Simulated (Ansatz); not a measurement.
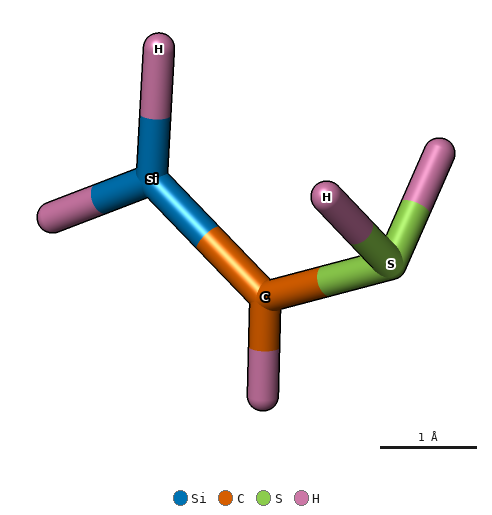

Figure 1. The structure as given in the input (stick view, seen at a tilt). Bond lengths as drawn: C–H 1.08 Å, C–S 1.76 Å, C–Si 1.79 Å, H–S 1.36 Å and H–Si 1.45 Å.

Geometry relaxation, with input and output: CH$_{5}$SSi (charge +1)

System: CH$_{5}$SSi, charge +1, SMILES [SiH2]=C[SH2+].
Method: RHF/def2-TZVP (Ansatz 0.2.0).

It belongs to a series of runs on one base structure; here: end point B relaxed.

### The program's output
```
The last accepted step is kept in [file] (removed where the run ends without a failure and the disk answers)
Engine: ansatz 0.2.0, x86_64-unknown-linux-gnu
Functional definition: HF
  exchange = exact_x
  correlation = 0
1083 factors; their error is unknown
mean field evaluation 1: about -19776.1181 eV, gradient 4.1e1 eV
mean field evaluation 2: about -19778.8403 eV, gradient 2.7e1 eV
mean field evaluation 4: about -19780.8491 eV, gradient 8.4e-1 eV
mean field evaluation 8: about -19781.1172 eV, gradient 4.3e-1 eV
mean field -19781.11731833 eV, -726.9426533256 hartree, gradient 9.1e-6 eV, S^2 0.000000; 0 other end points of the search recorded, 0 dependent functions left out
the calculation of the forces begins
reference -19781.11731833 eV, -726.9426533256 hartree; 20, 20 occupied and 115, 115 virtual orbitals, 1083 factors
relax step   1: F+E_penalty+E_count = -19781.11731833 eV  Δ(F+E_penalty+E_count) = +0.000e0 eV  max|allowed force component| = 2.117e0 eV/Å  Δτ_max = 0.0000 Å  (33 SCF iters, accepted)
these checks for a lower state are left out or cut short: starts, cluster_reference, orbital_swaps, neighbouring_geometries, increment
1083 factors; their error is unknown
mean field evaluation 16: about -19781.0381 eV, gradient 1.3e-1 eV
mean field -19781.30274770 eV, -726.9494677293 hartree, gradient 1.2e-5 eV, S^2 0.000000; 0 other end points of the search recorded, 0 dependent functions left out
the calculation of the forces begins
reference -19781.30274770 eV, -726.9494677293 hartree; 20, 20 occupied and 115, 115 virtual orbitals, 1083 factors
relax step   2: F+E_penalty+E_count = -19781.30274770 eV  Δ(F+E_penalty+E_count) = -1.854e-1 eV  max|allowed force component| = 8.130e-1 eV/Å  Δτ_max = 0.1447 Å  (37 SCF iters, accepted)
these checks for a lower state are left out or cut short: starts, cluster_reference, orbital_swaps, neighbouring_geometries, increment
1083 factors; their error is unknown
mean field -19781.33957329 eV, -726.9508210449 hartree, gradient 1.2e-5 eV, S^2 0.000000; 0 other end points of the search recorded, 0 dependent functions left out
the calculation of the forces begins
reference -19781.33957329 eV, -726.9508210449 hartree; 20, 20 occupied and 115, 115 virtual orbitals, 1083 factors
relax step   3: F+E_penalty+E_count = -19781.33957329 eV  Δ(F+E_penalty+E_count) = -3.683e-2 eV  max|allowed force component| = 2.899e-1 eV/Å  Δτ_max = 0.0214 Å  (31 SCF iters, accepted)
these checks for a lower state are left out or cut short: starts, cluster_reference, orbital_swaps, neighbouring_geometries, increment
1083 factors; their error is unknown
mean field evaluation 32: about -19781.3437 eV, gradient 1.3e-3 eV
mean field -19781.34371865 eV, -726.9509733840 hartree, gradient 1.3e-5 eV, S^2 0.000000; 0 other end points of the search recorded, 0 dependent functions left out
the calculation of the forces begins
reference -19781.34371865 eV, -726.9509733840 hartree; 20, 20 occupied and 115, 115 virtual orbitals, 1083 factors
relax step   4: F+E_penalty+E_count = -19781.34371865 eV  Δ(F+E_penalty+E_count) = -4.145e-3 eV  max|allowed force component| = 2.605e-1 eV/Å  Δτ_max = 0.0611 Å  (30 SCF iters, accepted)
these checks for a lower state are left out or cut short: starts, cluster_reference, orbital_swaps, neighbouring_geometries, increment
1083 factors; their error is unknown
mean field -19781.34711692 eV, -726.9510982683 hartree, gradient 1.2e-5 eV, S^2 0.000000; 0 other end points of the search recorded, 0 dependent functions left out
the calculation of the forces begins
reference -19781.34711692 eV, -726.9510982683 hartree; 20, 20 occupied and 115, 115 virtual orbitals, 1083 factors
relax step   5: F+E_penalty+E_count = -19781.34711692 eV  Δ(F+E_penalty+E_count) = -3.398e-3 eV  max|allowed force component| = 5.708e-2 eV/Å  Δτ_max = 0.0157 Å  (31 SCF iters, accepted)
these checks for a lower state are left out or cut short: starts, cluster_reference, orbital_swaps, neighbouring_geometries, increment
1083 factors; their error is unknown
mean field -19781.34731700 eV, -726.9511056210 hartree, gradient 1.1e-5 eV, S^2 0.000000; 0 other end points of the search recorded, 0 dependent functions left out
the calculation of the forces begins
reference -19781.34731700 eV, -726.9511056210 hartree; 20, 20 occupied and 115, 115 virtual orbitals, 1083 factors
relax step   6: F+E_penalty+E_count = -19781.34731700 eV  Δ(F+E_penalty+E_count) = -2.001e-4 eV  max|allowed force component| = 1.095e-2 eV/Å  Δτ_max = 0.0044 Å  (32 SCF iters, accepted)
1083 factors; their error is unknown
mean field evaluation 64: about -19776.6556 eV, gradient 4.1e1 eV
```

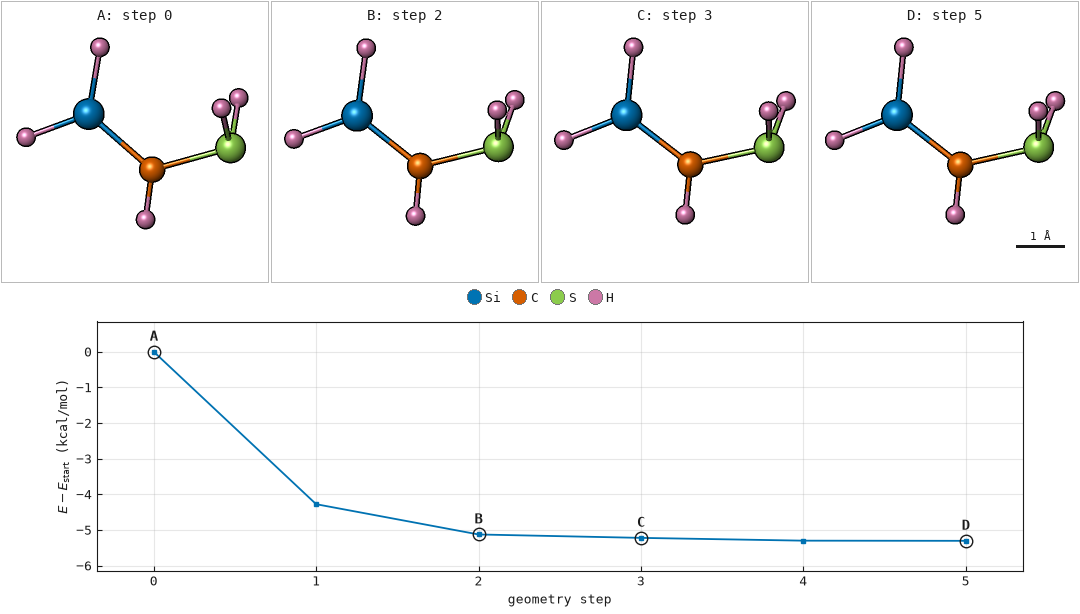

Figure 2. Frames of the relaxation (ball-and-stick view, seen at a tilt) above the curves, on which the letters mark them (the first geometry is step 0 here and step 1 in the log).

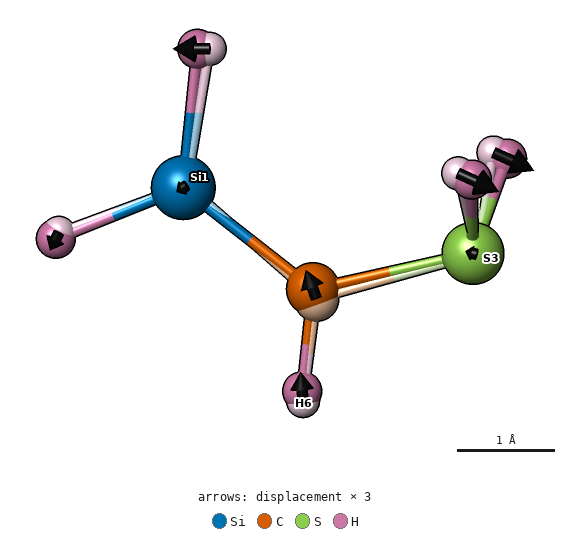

Figure 3. Start (faint) and end (solid) with the displacements as black arrows, magnified 3 times (ball-and-stick view, seen at a tilt). The two geometries are laid on each other by the best rigid fit. The largest moves after the best rigid fit, 0.16 Å, are those of H7 and H8. Largest moves by element: H 0.16 Å, C 0.11 Å, Si 0.04 Å, S 0.04 Å. Distances before and after: Si1–C2 1.787 → 1.709 Å, S3–H7 1.363 → 1.334 Å, C2–S3 1.762 → 1.734 Å, Si1–H4 1.451 → 1.460 Å. Among the angles that change: Si1–C2–S3 123.2° → 129.3°, C2–S3–H7 101.0° → 106.4°, S3–C2–H6 114.1° → 109.7°. Over 5 geometry steps the energy falls by 5.30 kcal/mol. Largest force component: 2.1 eV/Å at the start, 0.011 eV/Å at the end. (Atoms are counted from 1 in the order of the input.)

```
mean field -19781.34731700 eV, -726.9511056210 hartree, gradient 1.1e-5 eV, S^2 0.000000; 1 other end points of the search recorded, 0 dependent functions left out
the calculation of the forces begins
reference -19781.34731700 eV, -726.9511056210 hartree; 20, 20 occupied and 115, 115 virtual orbitals, 1083 factors
Total energy: -19781.34731700 eV, -726.9511056210 hartree
Atom 0 at    -0.871394     1.026272    -0.977719 Å, force    -0.001951    -0.000801    -0.002270 eV/Å
Atom 1 at     0.065203     0.236723     0.213300 Å, force     0.000377    -0.008017    -0.002834 eV/Å
Atom 2 at     0.550709    -1.425639     0.304337 Å, force     0.002007     0.010954     0.005610 eV/Å
Atom 3 at    -1.392497     0.300935    -2.132851 Å, force    -0.001116     0.000418     0.001230 eV/Å
Atom 4 at    -1.164509     2.446980    -0.855621 Å, force     0.001734     0.001175    -0.001023 eV/Å
Atom 5 at     0.449942     0.773598     1.059906 Å, force     0.000680    -0.001309     0.004357 eV/Å
Atom 6 at    -0.557108    -2.151417     0.145816 Å, force    -0.006238    -0.002574     0.000984 eV/Å
Atom 7 at     1.067245    -1.732472    -0.886308 Å, force     0.004508     0.000155    -0.006055 eV/Å
Dipole moment:    -0.145917    -0.213398    -0.319400 e Å
```

### Trajectory as extended XYZ (Å, eV, eV/Å), 6 frames, from step=1 to step=6
```
8
Properties=species:S:1:pos:R:3:forces:R:3 step=1 energy=-19781.11732
Si   -0.8664    0.9827   -0.9890    1.4947  -0.7563   2.1173
C     0.1202    0.2449    0.3049   -1.1919   0.7268  -1.6369
S     0.5716   -1.4582    0.3234   -1.0200   0.3673  -1.4418
H    -1.3433    0.1829   -2.1021   -0.0616  -0.0863  -0.1367
H    -1.1783    2.3929   -0.8998   -0.1024   0.1685  -0.1011
H     0.4945    0.8083    1.1458   -0.0341  -0.2769  -0.1639
H    -0.6273   -2.0487    0.0536    0.7648   0.0155   0.4930
H     0.9767   -1.6299   -0.9659    0.1504  -0.1585   0.8700
8
Properties=species:S:1:pos:R:3:forces:R:3 step=2 energy=-19781.30275
Si   -0.8720    1.0421   -0.9722    0.5564  -0.5499   0.6698
C     0.0825    0.2577    0.2480   -0.5183   0.0250  -0.8130
S     0.5427   -1.4372    0.2849   -0.2239   0.0820  -0.3109
H    -1.3613    0.2569   -2.0989   -0.0517   0.0431  -0.0669
H    -1.1893    2.4579   -0.8940   -0.0050   0.0516   0.0125
H     0.4662    0.7904    1.0981    0.0661  -0.1836   0.0196
H    -0.5944   -2.1618    0.1335    0.5178   0.3749  -0.0288
H     1.0733   -1.7310   -0.9285   -0.3413   0.1569   0.5178
8
Properties=species:S:1:pos:R:3:forces:R:3 step=3 energy=-19781.33957
Si   -0.8656    1.0299   -0.9668    0.0150  -0.0595   0.0053
C     0.0708    0.2527    0.2335   -0.0040  -0.1921  -0.1061
S     0.5440   -1.4253    0.2928   -0.1415  -0.0569  -0.2445
H    -1.3663    0.2637   -2.1045   -0.0212   0.0332  -0.0188
H    -1.1792    2.4487   -0.8832    0.0101   0.0065   0.0174
H     0.4631    0.7772    1.0833    0.0185  -0.0283   0.0295
H    -0.5790   -2.1492    0.1300    0.2671   0.2027   0.0272
H     1.0597   -1.7227   -0.9141   -0.1440   0.0944   0.2899
8
Properties=species:S:1:pos:R:3:forces:R:3 step=4 energy=-19781.34372
Si   -0.8750    1.0358   -0.9780    0.0277  -0.0887  -0.0042
C     0.0605    0.2346    0.2088    0.1472   0.0647   0.2605
S     0.5568   -1.4322    0.3094   -0.1391   0.1196  -0.1736
H    -1.3960    0.3091   -2.1325   -0.0091   0.0161  -0.0044
H    -1.1672    2.4600   -0.8630    0.0272  -0.0568   0.0278
H     0.4487    0.7738    1.0624   -0.1031  -0.1392  -0.2223
H    -0.5508   -2.1642    0.1492    0.0618   0.0524   0.0333
H     1.0705   -1.7420   -0.8855   -0.0126   0.0320   0.0830
8
Properties=species:S:1:pos:R:3:forces:R:3 step=5 energy=-19781.34712
Si   -0.8688    1.0273   -0.9800   -0.0395   0.0152  -0.0061
C     0.0662    0.2379    0.2112    0.0380  -0.0484   0.0571
S     0.5514   -1.4260    0.3039   -0.0138   0.0333  -0.0120
H    -1.3949    0.3005   -2.1322    0.0115   0.0051  -0.0019
H    -1.1653    2.4475   -0.8556    0.0096  -0.0064  -0.0068
H     0.4482    0.7705    1.0625   -0.0073   0.0101  -0.0272
H    -0.5583   -2.1504    0.1479    0.0133  -0.0025  -0.0105
H     1.0691   -1.7323   -0.8869   -0.0119  -0.0064   0.0074
8
Properties=species:S:1:pos:R:3:forces:R:3 step=6 energy=-19781.34732
Si   -0.8714    1.0263   -0.9777   -0.0020  -0.0008  -0.0023
C     0.0652    0.2367    0.2133    0.0004  -0.0080  -0.0028
S     0.5507   -1.4256    0.3043    0.0020   0.0110   0.0056
H    -1.3925    0.3009   -2.1329   -0.0011   0.0004   0.0012
H    -1.1645    2.4470   -0.8556    0.0017   0.0012  -0.0010
H     0.4499    0.7736    1.0599    0.0007  -0.0013   0.0044
H    -0.5571   -2.1514    0.1458   -0.0062  -0.0026   0.0010
H     1.0672   -1.7325   -0.8863    0.0045   0.0002  -0.0061
```

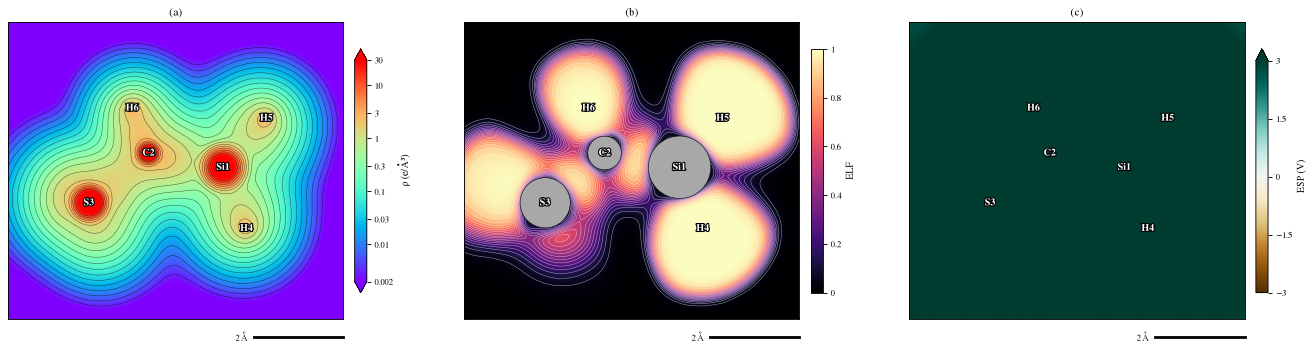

Figure 4. (a) total electron density; (b) electron localisation function; (c) molecular electrostatic potential on the plane of atoms H4, Si1 and H5. Grey discs, where drawn, cover atomic cores. C–Si (1.71 Å): ρ is about 1.2 e/Å³ halfway; the ELF peaks at about 0.90 between the atoms, as expected for localised, shared-pair bonding. C–S (1.73 Å): ρ is about 1.5 e/Å³ halfway; the ELF peaks at about 0.95 between the atoms, which marks a shared electron pair. Si–H (1.46 Å): ρ at the midpoint is about 0.9 e/Å³; the ELF climbs to about 1 towards the hydrogen. The potential has no marked negative region in this plane.

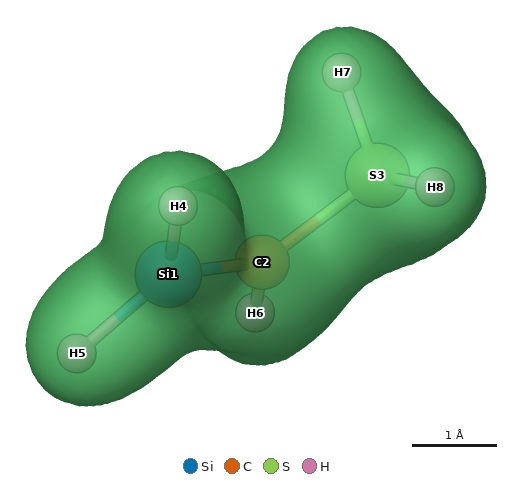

Figure 5. Isosurface of the total electron density at 0.2 e/Å³ (green), seen at an oblique angle. At this value the surface is in one piece. On the grid the lowest density along these lines, outside the cores, is 1.1 e/Å³ (C–Si, 1.71 Å), 1.4 e/Å³ (C–S, 1.73 Å), 2 e/Å³ (C–H, 1.07 Å) and 1.6 e/Å³ (S–H, 1.33 Å).

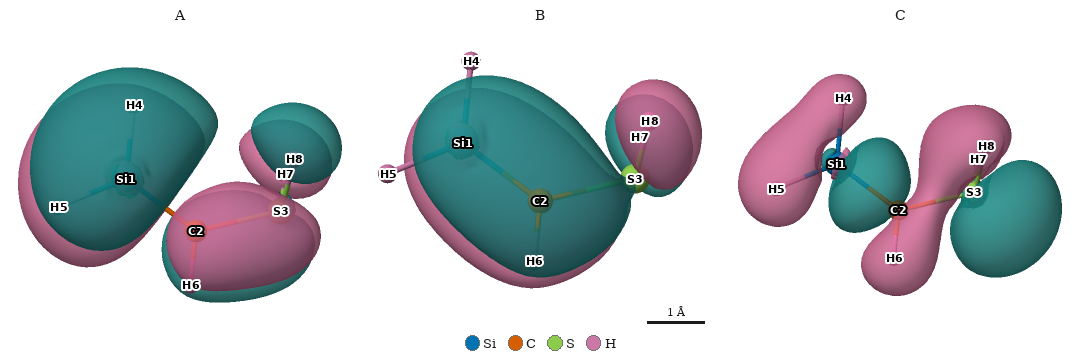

Figure 6. Three frontier orbitals at ±0.06 Å⁻³ᐟ² (teal and pink are the two phases). C is the HOMO−1 (−17.85 eV). Its weight (Hirshfeld) is mainly on S3 (50 %), C2 (20 %) and Si1 (15 %). B is the HOMO (−14.76 eV). By Hirshfeld shares it lies mainly on C2 (50 %), Si1 (30 %) and S3 (10 %). A is the LUMO (−3.80 eV). Its weight (Hirshfeld) is mainly on Si1 (60 %), C2 (10 %) and S3 (10 %). The HOMO–LUMO gap is 10.96 eV between the orbital energies.

The run was set up as follows.

### Input
```yaml
crystal:
  periodic: [false, false, false]
  atoms:
    - { symbol: Si, position_ang: [-0.86644, 0.98272, -0.98902] }
    - { symbol: C, position_ang: [0.12021, 0.24491, 0.30488] }
    - { symbol: S, position_ang: [0.57159, -1.45818, 0.32342] }
    - { symbol: H, position_ang: [-1.34332, 0.18287, -2.10205] }
    - { symbol: H, position_ang: [-1.17833, 2.39292, -0.89983] }
    - { symbol: H, position_ang: [0.49446, 0.80834, 1.14575] }
    - { symbol: H, position_ang: [-0.62729, -2.04872, 0.05362] }
    - { symbol: H, position_ang: [0.97671, -1.62988, -0.96591] }
total_charge: 1
basis:
  gaussian: { orbitals: def2-TZVP }
hamiltonian:
  xc: hf
relax:
  f_tol: 0.015
  max_steps: 40
output:
  orbitals: {}
```

Launch command:
```bash
ansatz run input.yaml --threads 2 --pin off --max-ram 3072MiB --backend cpu --events-out ev --progress --plain --runs-dir out
```

### Key numbers

```csv
quantity,value
outcome,converged
total energy,−19781.3473 eV
mean-field energy,−19781.3473 eV
largest force (length of the vector) at the end,0.012 eV/Å
hardware,"2 threads of Intel Xeon (Sapphire Rapids), 16 GiB of memory available, shared host"
wall time,8.3 s (CPU time 15 s)
peak memory,0.28 GiB
```
